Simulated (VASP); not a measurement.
Band structure of NiTe (relaxed from the NiAs type structure, space group P6_3/mmc). Calculation: PBEsol GGA, VASP's PBE PAW potentials (set 64) (plane waves; VASP).

Unless said otherwise, spin-orbit coupling is left out, though it shifts the bands of the heavy elements here.

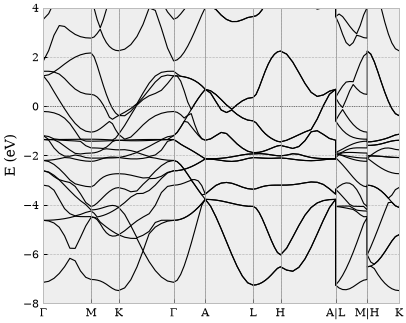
Figure: Bands along high-symmetry lines, zero at the valence-band maximum or, without a gap, the Fermi level

### Question
Read the plot: is there a gap, and where are the band edges?

### Answer
It has no gap at this level: it comes out as a metal or semimetal. (Edges off the drawn lines would not show.)

The structure was generated: NiTe was put into the NiAs type type (P6_3/mmc), which need not be its known phase. It was relaxed first, which changed the volume by -19 %. The run is not spin-polarised, so no magnetic state was tried.
